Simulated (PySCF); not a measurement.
```xyz
2

Zn    0.0000    0.0000   -0.3582
O     0.0000    0.0000    1.4318
```

All numbers below come from PBE0/cc-pVDZ(-PP), non-relativistic Hamiltonian with scalar-relativistic core potentials where named, at a bond length of 1.790 Å (PySCF).

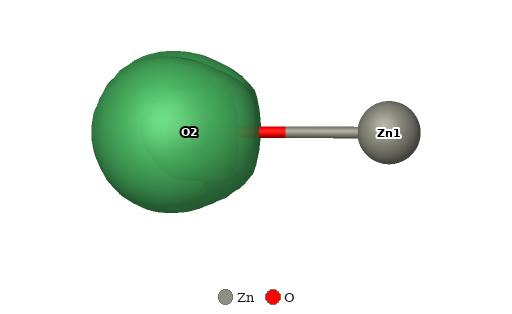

ZnO (charge +1, doublet). Isosurface of the electron localisation function at 0.75 (green), seen from one side. Only the valence region is drawn (cores and ρ < 0.01 e/Å³ removed).

Where are the electrons localised?

Answer. At this value the surface marks out one region wrapped around O (its valence shell). Profiles from the grid: Zn–O (1.79 Å): the ELF peaks at about 0.80 in the valence shell of O, 0.5 Å from its nucleus, and is about 0.20 at the midpoint.
